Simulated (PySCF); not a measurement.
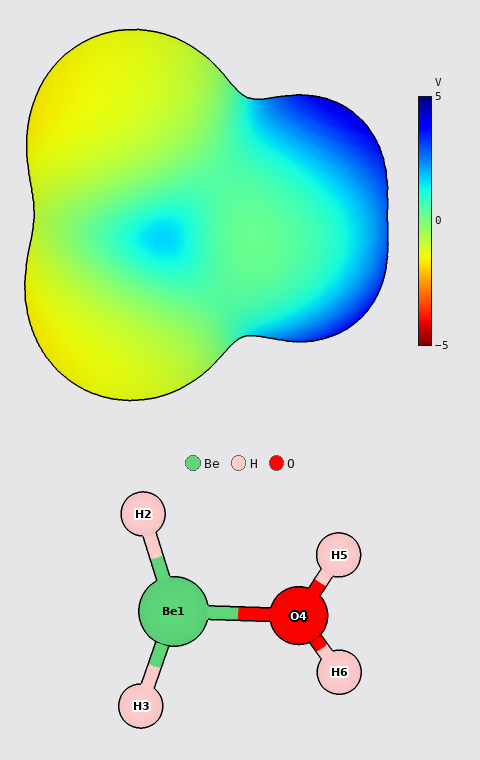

*BeH4O. The electrostatic potential painted on the density surface at 0.002 e/bohr³, seen at a tilt; red is negative and blue positive. The bare structure is drawn below in the same view.*

Geometry: PBE0-D3(BJ)/def2-TZVPD.

Method: wB97M-D3(BJ)/def2-TZVPD, SCF density, gas phase in PySCF 2.14.0.

Input file:

```
{"job": {"kind": "inter", "xc": "wB97M-D3(BJ)", "basis": "def2-TZVPD", "pairs": false}, "charge": 0, "multiplicity": 1, "parts": [{"atoms": "0-2", "charge": 0, "multiplicity": 1}, {"atoms": "3-5", "charge": 0, "multiplicity": 1}]}
Be     0.033292     0.057113    -0.433234
H     -0.780679     1.117311    -0.153034
H      0.119399    -1.304327    -0.402717
O      1.448448     0.661100    -1.075263
H      1.526361     1.579632    -1.347442
H      2.091462     0.106602    -1.525782
```

Run with:

```sh
OMP_NUM_THREADS=1 python cluster_run.py task.json out
```

Where is the surface potential most negative and most positive?

The most negative region (about −1.6 V) lies over H2 and H3, the most positive (about +4.0 V) over H5 and H6.
